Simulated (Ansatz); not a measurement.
CH5B···H2

Input

```
crystal:
  periodic: [false, false, false]
  atoms:
    - { symbol: B, position_ang: [0.01314, 0.120884, 0.304675] }
    - { symbol: C, position_ang: [0.022214, 0.207791, 1.886983] }
    - { symbol: H, position_ang: [-0.925019, -0.059706, 2.379296] }
    - { symbol: H, position_ang: [0.86135, -0.31425, 2.371215] }
    - { symbol: H, position_ang: [0.185324, 1.288356, 2.091552] }
    - { symbol: H, position_ang: [1.051077, 0.01652, -0.305145] }
    - { symbol: H, position_ang: [-1.00696, 0.27892, -0.323166] }
    - { symbol: H, position_ang: [-0.285641, -2.248587, 0.270289] }
    - { symbol: H, position_ang: [-0.265785, -1.861929, 0.877201] }
basis:
  gaussian: { orbitals: def2-SVP }
hamiltonian:
  xc: b3lyp
relax:
  f_tol: 0.03
  max_steps: 50
output:
  orbitals: {}
```

Command:

```sh
ansatz run input.yaml --threads 1 --pin off --max-ram 2048MiB --backend cpu --events-out ev --progress --plain --runs-dir out
```

The fields are those of the run's last geometry, not of the input's.

Method: RKS B3LYP/def2-SVP in Ansatz 0.2.0.

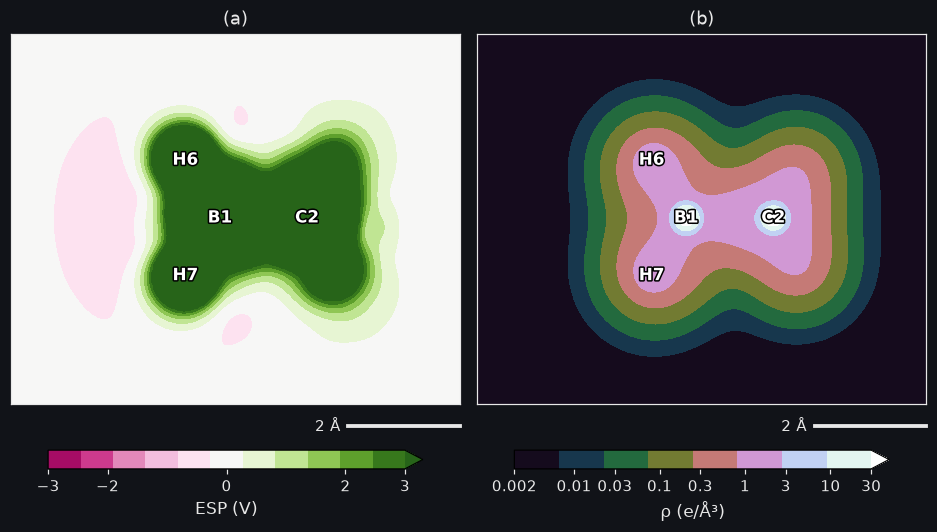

Figure 1. (a) electrostatic potential; (b) electron density on the plane of atoms C2, B1 and H6.

Interpret the plot.

- The section cuts through B, C and H sites.
- C–B (1.56 Å): ρ at the midpoint is about 1.4 e/Å³.
- B–H (1.21 Å): ρ at the midpoint is about 1.2 e/Å³.
- Outside the dense part of the complex the potential is most negative (−0.6 V) near H6 and H7.

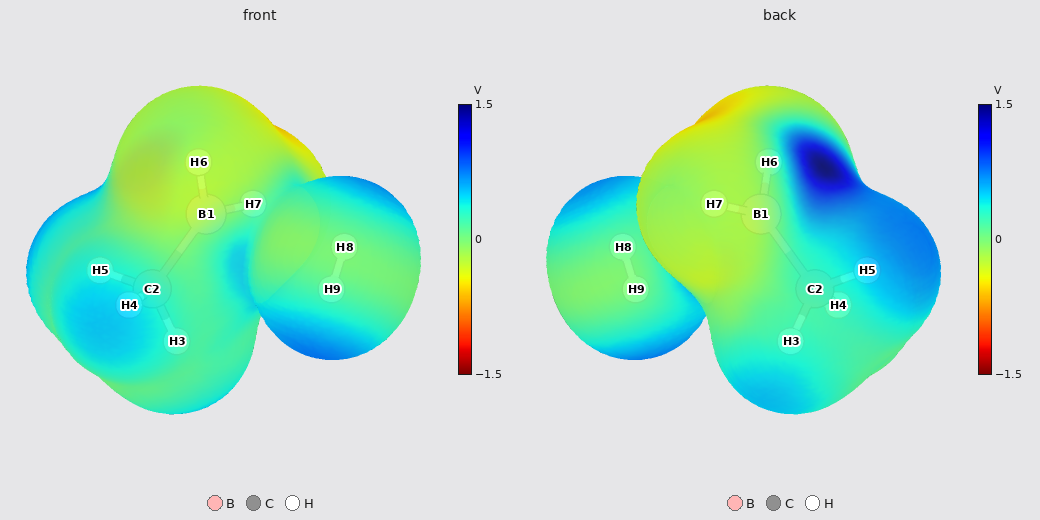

Figure 2. The electrostatic potential painted on the density surface at 0.002 e/bohr³, seen from the front and from behind; the colour scale runs from red (negative) to blue (positive).

Where is the surface potential most negative and most positive?

The most negative region (about −0.6 V) lies over H7, the most positive (about +1.3 V) over B1.

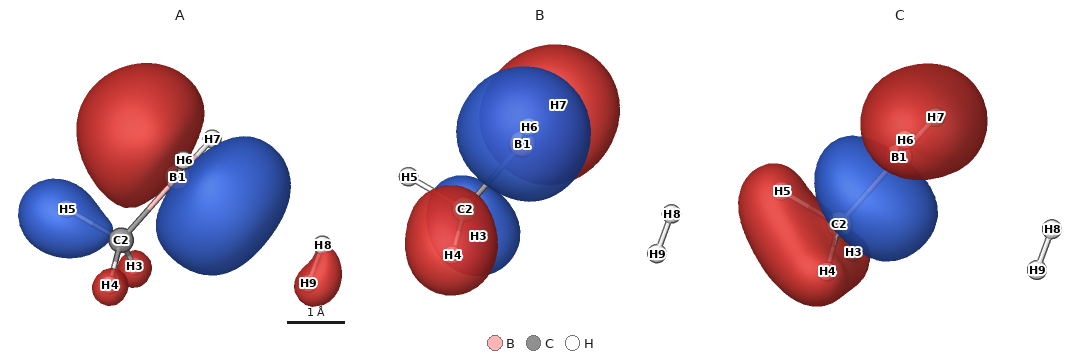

Figure 3. Three frontier orbitals at ±0.1 Å⁻³ᐟ² (blue and red are the two phases), in no order.

Which picture is the HOMO−1, the HOMO and the LUMO?

C is the HOMO−1 (−9.11 eV). Its weight (Hirshfeld) is mainly on C2 (about 40 %), B1 (about 30 %), H6 (about 10 %) and H7 (about 10 %). B is the HOMO (−8.66 eV). By Hirshfeld shares it lies mainly on B1 (about 35 %), H6 (about 25 %), H7 (about 25 %) and C2 (about 10 %). A is the LUMO (−1.19 eV). By Hirshfeld shares it lies mainly on B1 (about 60 %), C2 (about 10 %), H6 (about 5 %) and H7 (about 5 %).

What is the HOMO–LUMO gap?

7.47 eV between the orbital energies.

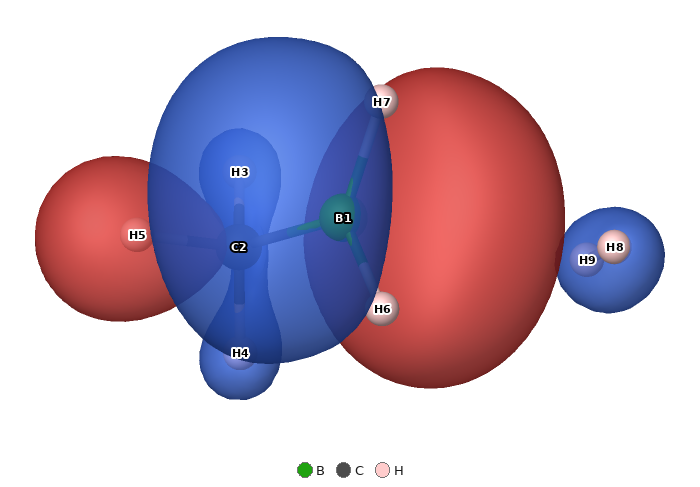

Figure 4. The LUMO at ±0.08 Å⁻³ᐟ² (red and blue are the two phases), seen from one side.

What is the character of this orbital?

By Hirshfeld shares it lies mainly on B1 (about 60 %), C2 (about 10 %), H6 (about 5 %) and H7 (about 5 %). Its energy is −1.19 eV.
